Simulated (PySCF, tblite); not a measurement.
# C₉H₁₄BN: excited states

What do calculations give for the excited states of C₉H₁₄BN (`C=Cc1ccc(B(C)C)n1C`)?

Programs: tblite 0.8.0 and PySCF 2.14.0, with routines of our own; each step states its level. All values are computed. Atoms count from 0.

### Step 1. The starting structure

25 atoms, charge 0, multiplicity 1; geometry from: force field or distance geometry start.

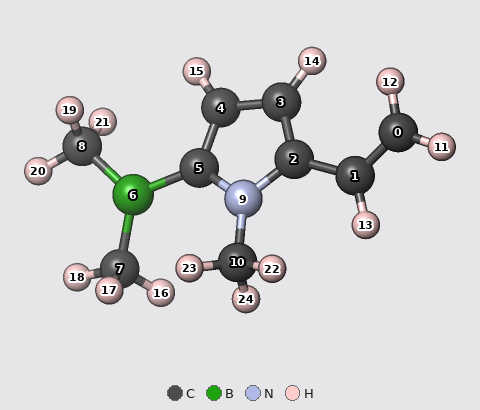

The starting geometry (carbon dark grey, boron green, nitrogen light blue, hydrogen pink).

### Step 2. Geometry optimisation with GFN2-xTB

What the job is given:

```
{"job": {"kind": "relax", "xc": "GFN2-xTB", "basis": "xTB"}, "charge": 0, "multiplicity": 1}
C      3.270200     2.554500     0.501300
C      2.692600     1.460300    -0.001300
C      1.270800     1.130400     0.196100
C      0.282400     2.042500     0.568900
C     -0.913300     1.351500     0.562600
C     -0.640300     0.059200     0.146400
B     -1.761600    -1.034800    -0.080000
C     -1.538300    -2.287800    -1.036800
C     -3.224500    -0.767000     0.492200
N      0.697500    -0.079600    -0.044400
C      1.411100    -1.310000    -0.409400
H      4.309900     2.742300     0.332700
H      2.697900     3.274600     1.099300
H      3.329700     0.780200    -0.559200
H      0.404400     3.091100     0.818000
H     -1.886100     1.775000     0.792800
H     -1.056700    -1.958800    -1.978000
H     -0.927100    -3.068200    -0.540400
H     -2.520000    -2.751100    -1.294100
H     -3.174400    -0.633600     1.598200
H     -3.910300    -1.605500     0.266100
H     -3.643300     0.160200     0.032600
H      2.497500    -1.233400    -0.146700
H      1.015800    -2.166600     0.182600
H      1.305200    -1.501400    -1.490400
```

On the command line:

```
$ OMP_NUM_THREADS=1 python excited_run.py task.json out
```

The driver reads the jobs from task.json and runs them one after another.

What it wrote:

```text
step      E/eV     max force
  0    -830.59362    2.768
  1    -830.75597    0.814
  2    -830.80856    0.528
  3    -830.84370    0.263
  4    -830.85092    0.222
  5    -830.85783    0.181
  6    -830.86272    0.175
  7    -830.86712    0.152
  8    -830.86950    0.120
  9    -830.87074    0.079
 10    -830.87165    0.079
 11    -830.87291    0.123
 12    -830.87454    0.148
 13    -830.87583    0.096
 14    -830.87683    0.076
 15    -830.87772    0.073
 16    -830.87877    0.118
 17    -830.87988    0.116
 18    -830.88086    0.064
 19    -830.88162    0.061
 20    -830.88221    0.055
 21    -830.88270    0.060
 22    -830.88313    0.048
 23    -830.88355    0.070
 24    -830.88400    0.072
 25    -830.88444    0.052
 26    -830.88489    0.058
 27    -830.88536    0.048
 28    -830.88584    0.067
 29    -830.88628    0.064
 30    -830.88667    0.041
 31    -830.88704    0.047
 32    -830.88745    0.052
 33    -830.88789    0.061
 34    -830.88838    0.060
 35    -830.88894    0.052
 36    -830.88969    0.065
 37    -830.89063    0.074
 38    -830.89162    0.076
 39    -830.89255    0.067
 40    -830.89352    0.067
 41    -830.89477    0.091
 42    -830.89620    0.100
 43    -830.89741    0.073
 44    -830.89821    0.058
 45    -830.89857    0.092
 46    -830.89932    0.081
 47    -830.89999    0.050
 48    -830.90076    0.054
 49    -830.90130    0.052
 50    -830.90193    0.054
 51    -830.90253    0.049
 52    -830.90300    0.041
 53    -830.90335    0.038
 54    -830.90373    0.042
 55    -830.90418    0.043
 56    -830.90468    0.056
 57    -830.90511    0.063
 58    -830.90550    0.060
 59    -830.90594    0.058
 60    -830.90654    0.057
 61    -830.90724    0.049
 62    -830.90785    0.043
 63    -830.90806    0.033
 64    -830.90835    0.023
 65    -830.90856    0.023
 66    -830.90875    0.028
 67    -830.90890    0.025
 68    -830.90907    0.024
 69    -830.90923    0.027
 70    -830.90938    0.022
 71    -830.90949    0.020
 72    -830.90961    0.023
 73    -830.90974    0.021
 74    -830.90990    0.023
 75    -830.91006    0.025
 76    -830.91021    0.027
 77    -830.91037    0.029
 78    -830.91053    0.023
 79    -830.91069    0.025
 80    -830.91079    0.021
 81    -830.91087    0.016
 82    -830.91094    0.015
 83    -830.91100    0.016
 84    -830.91106    0.014
 85    -830.91110    0.012
 86    -830.91114    0.012
 87    -830.91119    0.013
 88    -830.91124    0.017
 89    -830.91129    0.018
 90    -830.91137    0.021
 91    -830.91146    0.026
 92    -830.91157    0.025
 93    -830.91167    0.019
 94    -830.91174    0.014
 95    -830.91181    0.016
 96    -830.91188    0.024
 97    -830.91198    0.028
 98    -830.91210    0.026
 99    -830.91223    0.022
100    -830.91237    0.025
101    -830.91251    0.032
102    -830.91266    0.029
103    -830.91279    0.018
104    -830.91284    0.018
105    -830.91293    0.019
106    -830.91301    0.024
107    -830.91309    0.022
108    -830.91315    0.025
109    -830.91323    0.025
110    -830.91331    0.024
111    -830.91339    0.015
112    -830.91344    0.013
113    -830.91347    0.016
114    -830.91352    0.017
115    -830.91357    0.013
116    -830.91361    0.014
117    -830.91364    0.013
118    -830.91365    0.010
```

It took 0.8 s on 1 thread of AMD EPYC 9R45, shared host.

Relaxation path: (not every step is listed)

```
step  energy from step 0 (eV)  largest force (eV/Å)
   0                   0.0000                2.7684
   1                  -0.1624                0.8137
   2                  -0.2149                0.5278
   3                  -0.2501                0.2634
   4                  -0.2573                0.2223
   5                  -0.2642                0.1812
   6                  -0.2691                0.1754
   7                  -0.2735                0.1518
   8                  -0.2759                0.1201
  18                  -0.2872                0.0643
  28                  -0.2922                0.0669
  38                  -0.2980                0.0757
  48                  -0.3071                0.0541
  58                  -0.3119                0.0603
  68                  -0.3155                0.0237
  78                  -0.3169                0.0226
  88                  -0.3176                0.0166
  98                  -0.3185                0.0262
 108                  -0.3195                0.0254
 113                  -0.3198                0.0163
 114                  -0.3199                0.0165
 115                  -0.3200                0.0127
 116                  -0.3200                0.0142
 117                  -0.3200                0.0125
 118                  -0.3200                0.0097
```

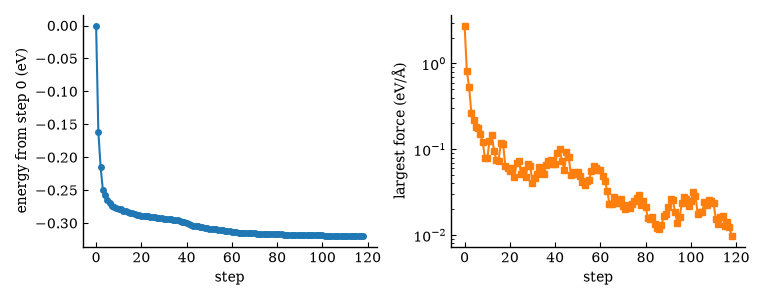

Energy and force, step by step.

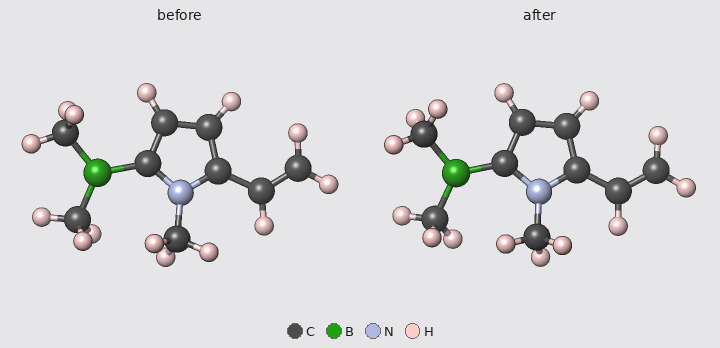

Before and after, at one scale.

Close pairs (by a distance rule), those that changed most:

```
   bond  before (Å)  after (Å)  change (Å)
  C5–B6       1.583      1.532      -0.051
  C1–C2       1.473      1.440      -0.033
 N9–C10       1.468      1.437      -0.031
C10–H22       1.120      1.092      -0.029
C10–H23       1.114      1.085      -0.029
 C8–H19       1.115      1.087      -0.028
 C7–H18       1.116      1.088      -0.027
 C8–H21       1.116      1.091      -0.026
```

The next job starts from the end point, and lists it.

### Step 3. Harmonic vibrations with GFN2-xTB

What the job is given:

```
{"job": {"kind": "ir", "xc": "GFN2-xTB", "basis": "xTB"}, "charge": 0, "multiplicity": 1}
C      3.296531     2.538532     0.409608
C      2.676739     1.421516     0.034600
C      1.269852     1.169399     0.207598
C      0.268715     2.040826     0.626715
C     -0.922096     1.332140     0.615392
C     -0.667523     0.028826     0.174818
B     -1.747195    -1.020008    -0.107729
C     -1.569351    -2.259786    -1.084000
C     -3.178951    -0.812392     0.539202
N      0.686880    -0.032225    -0.061540
C      1.421112    -1.218320    -0.406650
H      4.349462     2.681754     0.240567
H      2.774479     3.343330     0.896466
H      3.250084     0.641992    -0.450440
H      0.402235     3.069409     0.897367
H     -1.889259     1.717379     0.871538
H     -0.869364    -2.089277    -1.898741
H     -1.217614    -3.134088    -0.534114
H     -2.520839    -2.550371    -1.525267
H     -3.157276    -0.317061     1.506435
H     -3.725423    -1.746474     0.653196
H     -3.779759    -0.185552    -0.120655
H      2.311631    -1.305821     0.218555
H      0.796783    -2.089540    -0.237687
H      1.729211    -1.200042    -1.456103
```

What it wrote:

```text
mode    cm-1     km/mol
  1      49.0      1.04
  2      58.6      0.58
  3      88.1      0.19
  4      97.3      0.60
  5     135.1      0.25
  6     157.0      0.16
  7     185.2      0.53
  8     214.3      0.30
  9     239.4      1.31
 10     268.5      0.91
 11     283.8      0.24
 12     309.1      1.19
 13     373.4      3.15
 14     387.9      1.83
 15     474.9      0.13
 16     544.0      0.99
 17     561.5      0.64
 18     617.3      0.12
 19     644.0      0.17
 20     694.7      0.53
 21     725.8     23.52
 22     756.7      2.91
 23     802.8     11.41
 24     832.3     10.91
 25     846.2      0.95
 26     865.8     17.29
 27     867.4     18.30
 28     875.9    111.71
 29     921.7      2.74
 30    1003.9     16.11
 31    1028.0      8.45
 32    1033.8     10.19
 33    1079.4     15.32
 34    1104.0      0.20
 35    1116.1     91.15
 36    1135.2     84.35
 37    1181.4      7.01
 38    1226.4    195.65
 39    1303.2      1.94
 40    1379.0     60.31
 41    1383.6      2.63
 42    1386.7     24.15
 43    1392.0     26.61
 44    1406.4    253.39
 45    1411.4      4.58
 46    1415.6     11.02
 47    1467.4     25.68
 48    1471.1     34.29
 49    1482.5      1.42
 50    1493.7      0.11
 51    1504.6      2.02
 52    1507.1      2.72
 53    1518.2     36.56
 54    1522.5     49.14
 55    1658.0     29.58
 56    2955.9     30.97
 57    2984.6     28.15
 58    2991.5     20.11
 59    2995.0     39.27
 60    3022.8     12.36
 61    3028.5     90.04
 62    3032.9     28.88
 63    3040.7     33.21
 64    3056.4     35.59
 65    3080.3      3.71
 66    3115.0     13.71
 67    3140.7     45.09
 68    3160.3     13.03
 69    3171.7     47.76
```

Run time: 0.87 s. Hardware: 1 thread of AMD EPYC 9R45, shared host.

The strongest bands and the atoms that carry them (share of the mass-weighted mode):

```
cm⁻¹  km/mol                                  atoms
 876   111.7  B6 24 %, H17 16 %, H21 14 %, H18 12 %
1116    91.2                                B6 46 %
1135    84.3   B6 27 %, H23 13 %, H14 11 %, C2 11 %
1226   195.7    B6 29 %, H14 13 %, C4 12 %, N9 11 %
1379    60.3    N9 32 %, C5 15 %, C10 15 %, C4 11 %
1406   253.4              C5 28 %, N9 21 %, C2 20 %
1522    49.1   C2 26 %, C3 13 %, H18 12 %, H16 12 %
3028    90.0           H20 60 %, H16 16 %, H18 12 %
```

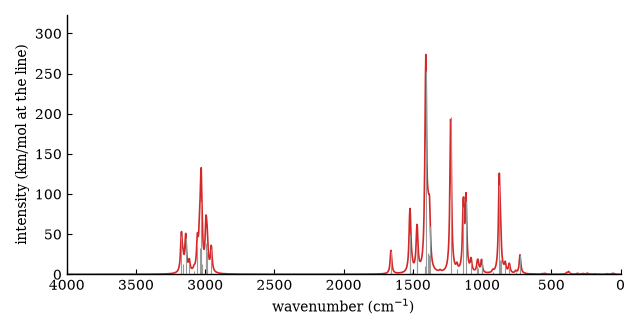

The infrared spectrum from these modes, unscaled. Lines are broadened to a width of 14 cm⁻¹ (Lorentzian).

### Step 4. Excited states: TDA B3LYP/def2-SVP

Settings changed since step 3:

```diff
@@ -1,2 +1,2 @@
-{"job": {"kind": "ir", "xc": "GFN2-xTB", "basis": "xTB"}, "charge": 0, "multiplicity": 1}
+{"job": {"kind": "states", "xc": "B3LYP", "basis": "def2-SVP", "tda": true, "soc": true, "nstates": 6, "ntriplets": 6, "nquad": 4}, "charge": 0, "multiplicity": 1}
 C      3.296531     2.538532     0.409608
```

Level: TDA B3LYP/def2-SVP excited states, vertical, gas phase, spin-orbit mean-field couplings.

What it wrote:

```text
coarse grid: 20608 points
cycle   1  E = -430.4803907820  dE =  1.503e+00  |g| = 6.337e-01  |ddm| = 5.532e+00
cycle   2  E = -430.4201111972  dE =  6.028e-02  |g| = 8.094e-01  |ddm| = 1.616e+00
cycle   3  E = -430.5865688054  dE = -1.665e-01  |g| = 1.790e-01  |ddm| = 9.492e-01
cycle   4  E = -430.5942574246  dE = -7.689e-03  |g| = 4.225e-02  |ddm| = 2.331e-01
cycle   5  E = -430.5946572533  dE = -3.998e-04  |g| = 1.392e-02  |ddm| = 5.550e-02
cycle   6  E = -430.5947077581  dE = -5.050e-05  |g| = 4.220e-03  |ddm| = 1.813e-02
cycle   7  E = -430.5947125111  dE = -4.753e-06  |g| = 1.346e-03  |ddm| = 5.836e-03
final grid: 198280 points
cycle   8  E = -430.6774646104  dE = -7.717e-05  |g| = 8.262e-03  |ddm| = 5.752e-02
cycle   9  E = -430.6774575707  dE =  7.040e-06  |g| = 9.775e-03  |ddm| = 1.803e-02
cycle  10  E = -430.6774822260  dE = -2.466e-05  |g| = 1.569e-03  |ddm| = 1.040e-02
cycle  11  E = -430.6774829011  dE = -6.750e-07  |g| = 2.503e-04  |ddm| = 2.075e-03
cycle  12  E = -430.6774829139  dE = -1.278e-08  |g| = 1.488e-04  |ddm| = 4.117e-04
cycle  13  E = -430.6774829190  dE = -5.094e-09  |g| = 3.334e-05  |ddm| = 1.534e-04
cycle  14  E = -430.6774829192  dE = -2.107e-10  |g| = 1.382e-05  |ddm| = 4.022e-05
converged SCF energy = -430.6774829192

Singlet excitations
state   eV       nm        f     d(h-e)  d(exc)  Lambda  PR(NTO)  |dmu|/D   mu/D   main configurations
  1   4.4213   280.4   0.83500   1.023   3.771   0.735   1.110    1.841    2.754   H->L 0.86
  2   4.7406   261.5   0.11185   0.758   3.580   0.525   1.396    1.401    0.459   H-1->L 0.73, H->L+1 0.15
  3   5.3592   231.3   0.08056   0.218   3.913   0.661   1.743    1.025    2.226   H->L+1 0.70, H-1->L 0.18
  4   5.7626   215.2   0.00847   2.066   3.854   0.676   1.023    6.678    6.169   H-2->L 0.63, H-3->L 0.30
  5   6.1147   202.8   0.01739   1.413   3.659   0.527   1.350                     H-4->L 0.75, H-1->L+1 0.14
  6   6.1631   201.2   0.11251   0.425   3.599   0.494   1.441                     H-1->L+1 0.78, H-4->L 0.13

Triplet excitations (Tamm-Dancoff)
state   eV     d(h-e)  d(exc)  Lambda  PR(NTO)   main configurations
  1   2.6172   0.346   3.405   0.760   1.052   H->L 0.95
  2   3.8822   0.399   3.065   0.572   1.939   H-1->L 0.53, H->L+1 0.40
  3   4.0386   0.554   3.239   0.598   1.954   H-1->L 0.43, H->L+1 0.43
  4   5.0232   0.286   3.175   0.561   1.744   H-1->L+1 0.57, H-2->L 0.13, H-3->L 0.12
  5   5.1867   0.601   3.381   0.606   1.641   H-1->L+1 0.35, H-2->L 0.23, H-3->L 0.15
  6   5.4654   1.707   3.515   0.678   1.052   H-2->L 0.44, H-3->L 0.41, H-2->L+1 0.10
S1 - T1 = 1.8040 eV

Spin-orbit couplings |<S|Hso|T>| (cm-1)
             T1       T2       T3       T4       T5       T6
S0        0.194    0.637    0.851    0.279    0.995    2.415
S1        0.311    0.166    0.588    0.330    0.198    1.478
S2        0.304    0.112    0.457    0.809    0.173    1.615
S3        0.277    0.220    0.235    0.174    0.138    1.123
S4        0.948    1.439    1.500    0.389    0.576    0.206
S5        0.927    2.183    1.770    0.353    0.771    5.971
S6        0.449    1.221    1.264    0.218    0.426    2.398
T1 sublevels (cm-1): 0.000 0.000 0.000   radiative rates (1/s): 0.017 5e-05 0.0364
```

Run time: 42 s. Hardware: 1 thread of AMD EPYC 9R45, shared host; peak memory 0.88 GiB.

From this job:

```
  quantity    value
S1 less T1  1.80 eV
```

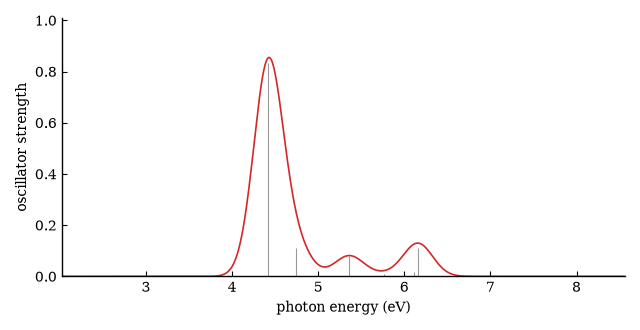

Absorption lines of the singlets. Lines are broadened to a width of 0.40 eV (Gaussian).

### Step 5. What came out

| quantity | value |
| --- | --- |
| strongest single infrared mode (GFN2-xTB) | 1406 cm⁻¹, 253 km/mol |
| zero-point energy (GFN2-xTB) | 130.5 kcal/mol |
| S1 less T1 (step 4, TDA B3LYP/def2-SVP) | 1.80 eV |

**Reading.** All 69 modes are real, so the xTB geometry is a minimum. The strongest single mode, at 1406 cm⁻¹, has its largest shares on C5, N9 and C2 (the list is cut at 3 atoms). Unscaled tight-binding wavenumbers are off by several per cent, some by more. Its intensities can rank the bands wrongly. In step 4, the number of triplets below S1 is 3, and the largest singlet-triplet spin-orbit coupling is S5–T6, 5.97 cm⁻¹.
